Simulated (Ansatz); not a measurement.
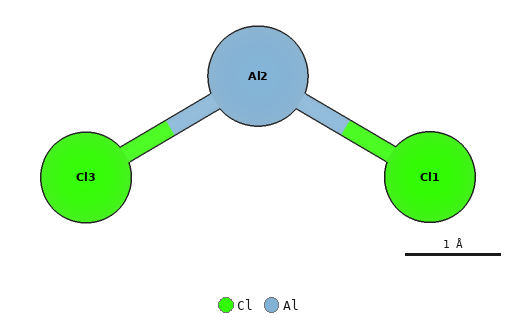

The structure (ball-and-stick view, seen on its broad side; atoms are numbered from 1 in the order of the input). Sticks mark near contacts.

# Two runs on AlCl$_{2}$

System: AlCl$_{2}$, multiplicity 2, SMILES [Cl][Al][Cl].
Method of run A: UKS SPW92/def2-TZVPP (Ansatz 0.2.0).

The geometry comes from this level: PBE0-D4/def2-TZVP. Text and figures count atoms from 1; the logs count them from 0 in places.

## Input, run A
```yaml
crystal:
  periodic: [false, false, false]
  atoms:
    - {symbol: Cl, position_ang: [1.374825, 0.868287, 0.838685]}
    - {symbol: Al, position_ang: [-0.432106, 0.520678, -0.177210]}
    - {symbol: Cl, position_ang: [-0.953620, -1.453765, -0.674675]}
basis:
  gaussian: {orbitals: def2-TZVPP}
magnetization: {spin_polarized: true, initial_magnetization: 1}
hamiltonian: {xc: lda}
output: {orbitals: {seedname: orbitals}}
```

Hardware: 2 CPU threads, shared host.

## Output (run A)
```
Functional definition: SPW92
  exchange = slater_x
  correlation = pw_c
857 factors; their error is unknown
mean field evaluation 1: about -31535.1424 eV, gradient 1.6e1 eV
mean field evaluation 2: about -31533.3482 eV, gradient 2.6e1 eV
mean field evaluation 4: about -31536.4285 eV, gradient 1.3e0 eV
mean field evaluation 8: about -31536.4200 eV, gradient 8.1e-2 eV
mean field evaluation 16: about -31536.4200 eV, gradient 1.4e-5 eV
mean field -31536.41997395 eV, -1158.9420578894 hartree, gradient 5.9e-6 eV, S^2 0.751225; 0 other end points of the search recorded, 0 dependent functions left out
reference -31536.42000511 eV, -1158.9420590344 hartree; 24, 23 occupied and 102, 103 virtual orbitals, 857 factors
Total energy: -31536.42000511 eV, -1158.9420590344 hartree
```

The input of run B differs as follows (lines with − go, lines with + come):
```diff
-hamiltonian: {xc: lda}
+hamiltonian: {xc: {name: r2SCAN0}, dispersion: d4}
```

What does this change do to the results?

The total energies belong to different models, so their difference says nothing on which is more stable or more accurate. The HOMO goes from −5.65 to −6.90 eV. The LUMO goes from −4.47 to −3.03 eV.

## Output (run B)
```
Functional definition: r2SCAN0
  parameter a = 0.25
  parameter k0 = 0.174
  parameter k1 = 0.065
  parameter a1 = 4.9479
  exchange = (1 - a)*r2scan_x(k0 = k0, k1 = k1, a1 = a1) + a*exact_x
  correlation = r2scan_c
950 factors; their error is unknown
mean field evaluation 1: about -31642.2772 eV, gradient 1.3e1 eV
mean field evaluation 2: about -31642.4616 eV, gradient 1.4e1 eV
mean field evaluation 4: about -31643.2837 eV, gradient 5.9e-1 eV
mean field evaluation 8: about -31643.3586 eV, gradient 6.7e-2 eV
mean field evaluation 16: about -31643.3586 eV, gradient 7.3e-5 eV
mean field -31643.35863167 eV, -1162.8719810749 hartree, gradient 7.3e-5 eV, S^2 0.752646; 0 other end points of the search recorded, 0 dependent functions left out
reference -31643.35864139 eV, -1162.8719814322 hartree; 24, 23 occupied and 102, 103 virtual orbitals, 950 factors
Total energy: -31643.38107930 eV, -1162.8728060101 hartree
```

## The two runs side by side

| quantity | run A | run B |
| --- | --- | --- |
| outcome | converged | converged |
| total energy (hartree) | −1158.942059 | −1162.872806 |
| HOMO (eV) | −5.65 | −6.90 |
| LUMO (eV) | −4.47 | −3.03 |
| ⟨S²⟩ | 0.751 | 0.753 |
| basis functions | 126 | 126 |
| wall time (shared host) | 0.85 s | 3.6 s |
